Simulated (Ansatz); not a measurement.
## Electronic structure of BF₃···H₄OSi in real space

The calculation's input:

```
crystal:
  periodic: [false, false, false]
  atoms:
    - {symbol: B, position_ang: [0.423390, -1.461972, 0.112364]}
    - {symbol: F, position_ang: [1.730335, -1.570534, -0.221455]}
    - {symbol: F, position_ang: [-0.385953, -2.411081, -0.391593]}
    - {symbol: F, position_ang: [0.169434, -1.088470, 1.398068]}
    - {symbol: H, position_ang: [0.380511, 0.062185, -1.544653]}
    - {symbol: O, position_ang: [-0.049675, -0.041790, -0.690839]}
    - {symbol: Si, position_ang: [-0.479008, 1.354024, 0.193489]}
    - {symbol: H, position_ang: [0.630000, 1.744837, 1.084368]}
    - {symbol: H, position_ang: [-0.697470, 2.378581, -0.855030]}
    - {symbol: H, position_ang: [-1.721363, 1.034220, 0.915280]}
basis:
  gaussian: {orbitals: def2-TZVPP}
hamiltonian: {xc: pbe0, dispersion: d4}
output: {orbitals: {seedname: orbitals}}
```

Command:

```sh
ansatz run in.yaml --threads 8 --pin off --events-out ev --progress --plain --max-ram 19148MiB
```

The reactant side of a reaction path; geometry: PBE0-D4/def2-TZVP.

These are results of RKS PBE0-D4/def2-TZVPP (Ansatz 0.2.0), not measurements.

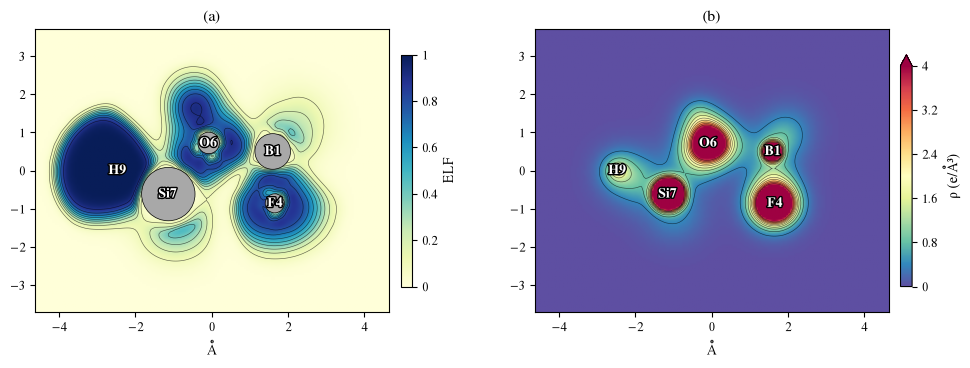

Figure 1. (a) ELF; (b) total electron density on the plane of atoms O6, Si7 and H9. Grey discs cover the atomic cores in the ELF map.

Read the bonding off the picture.

- Atoms in the plane: B, F, O, Si and H.
- B1···O6 (1.70 Å): the density falls to about 0.58 e/Å³ on the way; the ELF peaks at about 0.90 between the atoms.
- B–F (1.36 Å): ρ is about 2 e/Å³ halfway; the ELF peaks at about 0.85 between the atoms (a polar covalent bond).
- Si–O (1.71 Å): the density is about 1 e/Å³ at the midpoint; the ELF peaks at about 0.90 between the atoms: a polar covalent bond.
- Si–H (1.48 Å): ρ at the midpoint is about 0.83 e/Å³; the ELF climbs to about 1 towards the hydrogen, as it does in any bond to H.
- The ELF also peaks beside F4, away from the bonds: lone-pair regions.

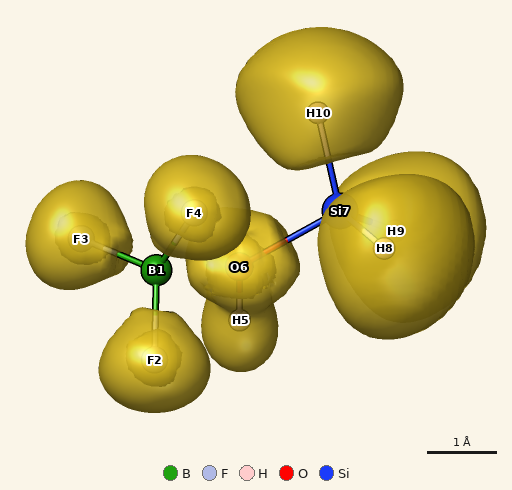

Figure 2. Isosurface of the ELF at 0.75 (yellow), seen at an oblique angle. Core shells and regions of very low density are left out.

Where are the electrons localised?

At this value the surface marks out three regions around hydrogen nuclei, three regions on F in which the atom's valence shell and bonds are merged and one joined region spread over several atoms (H, O), in which their bonds and any lone pairs are merged.


 B–F (1.35 Å): the ELF peaks at about 0.85 between the atoms: a polar covalent bond.

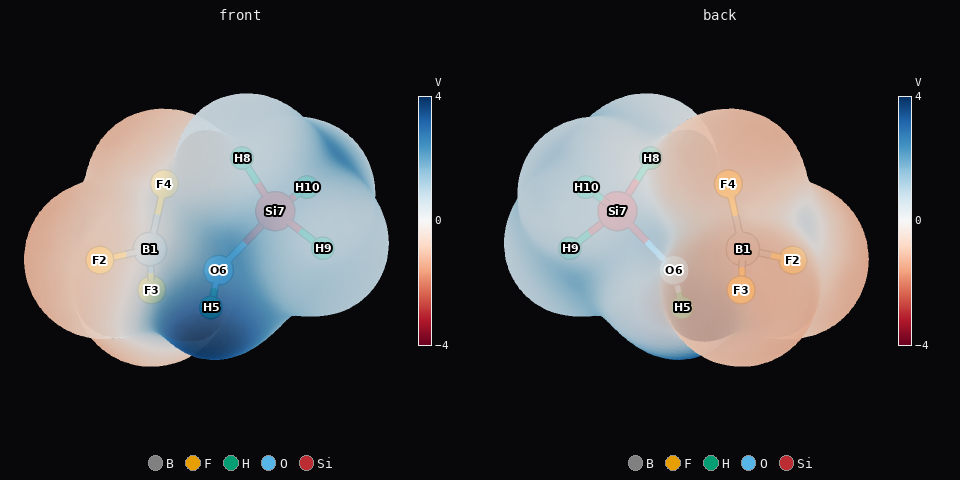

Figure 3. The molecular electrostatic potential painted on the density surface at 0.002 e/bohr³, seen from the front and from behind; the colour scale runs from red (negative) to blue (positive).

Which sites attract a positive test charge, and which a negative one?

A positive charge is drawn to the negative regions and a negative charge to the positive ones. The most negative region (about −1.3 V) lies over F3, the most positive (about +3.9 V) over H5.
